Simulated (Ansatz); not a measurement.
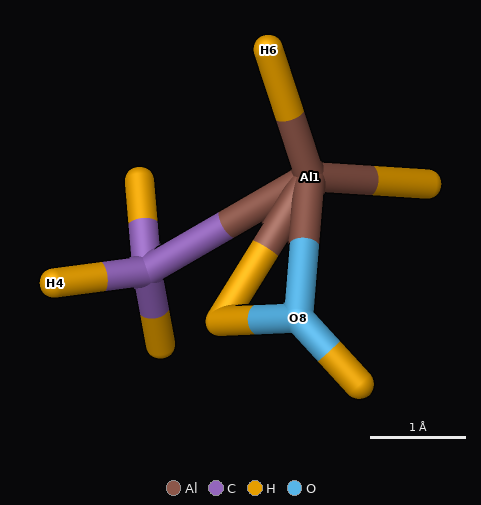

The structure as given in the input (stick view, seen at a tilt; atoms are numbered from 1 in the order of the input). Sticks mark near contacts. Bond lengths as drawn: Al–C 2.17 Å, Al–H 1.57 to 1.81 Å, Al–O 1.85 Å, C–H 1.08 to 1.09 Å and H–O 0.95 to 1.19 Å.

## Frequency calculation of CH7AlO

CH7AlO, computed with RHF/def2-mTZVP (Ansatz 0.2.0).

It belongs to a series of runs on one base structure; here: vibrations at the highest image of the band. Figures and captions count atoms from 1; the log counts them from 0 in places.

## Output
```
Engine: ansatz 0.2.0, aarch64-unknown-linux-gnu
Functional definition: HF
  exchange = exact_x
  correlation = 0
883 factors; integrals over basis functions are off by at most 5.4e-4 eV
mean field evaluation 1: about -9758.0104 eV, gradient 3.8e1 eV
mean field evaluation 2: about -9758.1547 eV, gradient 3.8e1 eV
mean field evaluation 4: about -9761.2109 eV, gradient 3.5e0 eV
mean field evaluation 8: about -9761.2521 eV, gradient 1.9e-4 eV
mean field -9761.25206013 eV, -358.7193967953 hartree, gradient 3.0e-5 eV, S^2 0.000000; 0 other end points of the search recorded, 0 dependent functions left out
the calculation of the forces begins
reference -9761.25206013 eV, -358.7193967953 hartree; 17, 17 occupied and 69, 69 virtual orbitals, 883 factors
these checks for a lower state are left out or cut short: stability, starts, cluster_reference, orbital_swaps, neighbouring_geometries, increment
883 factors; integrals over basis functions are off by at most 5.4e-4 eV
mean field evaluation 16: about -9761.2520 eV, gradient 1.1e-6 eV
mean field -9761.25198407 eV, -358.7193940002 hartree, gradient 4.7e-6 eV, S^2 0.000000; 0 other end points of the search recorded, 0 dependent functions left out
[... from here on the field's lines of each further geometry are left out, up to the last ...]
the calculation of the forces begins
reference -9761.25207953 eV, -358.7193975083 hartree; 17, 17 occupied and 69, 69 virtual orbitals, 883 factors
these checks for a lower state are left out or cut short: stability, starts, cluster_reference, orbital_swaps, neighbouring_geometries, increment
883 factors; integrals over basis functions are off by at most 5.4e-4 eV
mean field -9761.25199254 eV, -358.7193943117 hartree, gradient 2.1e-6 eV, S^2 0.000000; 0 other end points of the search recorded, 0 dependent functions left out
the calculation of the forces begins
reference -9761.25199254 eV, -358.7193943117 hartree; 17, 17 occupied and 69, 69 virtual orbitals, 883 factors
WARN: phonons: modes at or below zero, which the zero-point energy, F, S and C_V leave out: 1, the lowest at -1880.25 cm⁻¹. A minimum has none, and a first-order saddle one
Total energy: -9761.25206013 eV, -358.7193967953 hartree
Atom 0 at     0.006607    -0.271209     0.055295 Å, force     0.003081    -0.012460     0.001293 eV/Å
Atom 1 at    -0.038443    -0.154075     2.225829 Å, force     0.016846     0.001499     0.001520 eV/Å
Atom 2 at    -0.983702    -0.151746     2.755869 Å, force    -0.001476    -0.003662     0.002909 eV/Å
Atom 3 at     0.741386    -0.484619     2.902603 Å, force    -0.000300     0.003811     0.000931 eV/Å
Atom 4 at     0.192939     0.897998     2.036994 Å, force    -0.010100     0.000225     0.001439 eV/Å
Atom 5 at     1.413391     0.173888    -0.494205 Å, force     0.004207    -0.002216     0.000957 eV/Å
Atom 6 at    -1.353497     0.283639    -0.527317 Å, force    -0.002102     0.003742    -0.003698 eV/Å
Atom 7 at    -0.091866    -2.065840     0.479731 Å, force     0.012156     0.006877    -0.043253 eV/Å
Atom 8 at    -0.871090    -2.578040     0.317198 Å, force    -0.003427    -0.001195     0.020547 eV/Å
Atom 9 at    -0.126626    -1.397298     1.463404 Å, force    -0.018884     0.003378     0.017355 eV/Å
Dipole moment:    -0.271184    -0.281372     0.182602 e Å
Vibrations: -1880.25 82.31 378.01 414.84 485.99 522.24 536.00 655.68 681.68 734.91 778.06 823.47 835.29 1402.54 1430.64 1601.36 1639.96 2007.16 2027.34 2051.32 3110.26 3195.95 3240.16 4148.14 cm⁻¹, zero-point energy 2.032305 eV
```

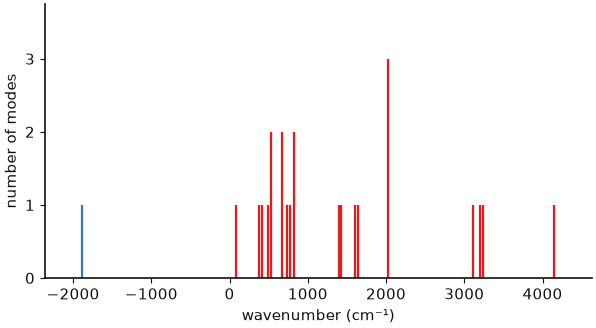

Harmonic vibrational wavenumbers from the force constants; neighbouring modes closer than 27 cm⁻¹ are counted in one stick, and imaginary ones are drawn at negative wavenumbers. 24 modes from 1880i to 4148 cm⁻¹, 1 imaginary beyond 8i (1880i cm⁻¹): a first-order saddle point, if the geometry is stationary.

This output came from the following input.

## The input
```yaml
crystal:
  periodic: [false, false, false]
  atoms:
    - { symbol: Al, position_ang: [0.006607, -0.271209, 0.055295] }
    - { symbol: C, position_ang: [-0.038443, -0.154075, 2.225829] }
    - { symbol: H, position_ang: [-0.983702, -0.151746, 2.755869] }
    - { symbol: H, position_ang: [0.741386, -0.484619, 2.902603] }
    - { symbol: H, position_ang: [0.192939, 0.897998, 2.036994] }
    - { symbol: H, position_ang: [1.413391, 0.173888, -0.494205] }
    - { symbol: H, position_ang: [-1.353497, 0.283639, -0.527317] }
    - { symbol: O, position_ang: [-0.091866, -2.06584, 0.479731] }
    - { symbol: H, position_ang: [-0.87109, -2.57804, 0.317198] }
    - { symbol: H, position_ang: [-0.126626, -1.397298, 1.463404] }
basis:
  gaussian: { orbitals: def2-mTZVP }
hamiltonian:
  xc: hf
phonons: {}
```

Run as:
```bash
ansatz run input.yaml --threads 1 --pin off --max-ram 2048MiB --backend cpu --events-out ev --progress --plain --runs-dir out
```

## Results in brief

```csv
quantity,value
outcome,converged
total energy,−9761.2521 eV
mean-field energy,−9761.2521 eV
largest force (length of the vector),0.045 eV/Å
hardware,"1 thread of Arm Neoverse V2, 24 GiB of memory available, shared host"
wall time,52 s
peak memory,0.14 GiB
```
